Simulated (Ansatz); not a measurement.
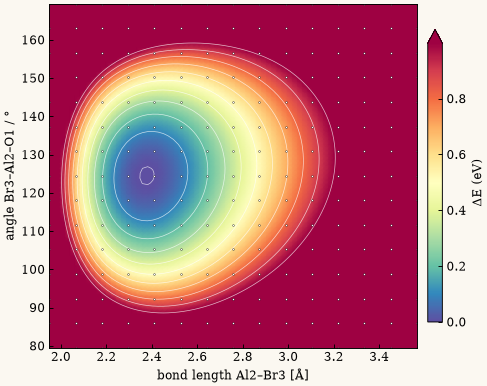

AlBrHO, SMILES [O-][AlH][Br], charge −1. The first coordinate is: bond length Al2–Br3; the second: angle Br3–Al2–O1. Nothing is relaxed (all other coordinates rigid). The scan uses a 15 × 15 grid. All energies are given in eV relative to the lowest grid point. The reference is spin-restricted, which grows unreliable where a bond is stretched far. Level of theory: Ansatz 0.2.0, RKS BHLYP-D4/def2-TZVPD.

Drawn: a smooth colour map with a few white contour lines, dots at the grid points, one colour for all values above the top of the scale. Between grid points the surface is interpolated.

### Estimate the position of the minimum and the force constants in these coordinates.

The interpolated minimum is at bond length Al2–Br3 ≈ 2.376 Å, angle Br3–Al2–O1 ≈ 124.5°. The curvatures there are about 8.2 eV/Å² and 5 eV/rad², with a cross term of about −0.4 eV/(Å·rad). Round the minimum the two coordinates are weakly coupled (coupling −0.07 in units of the two stiffnesses).
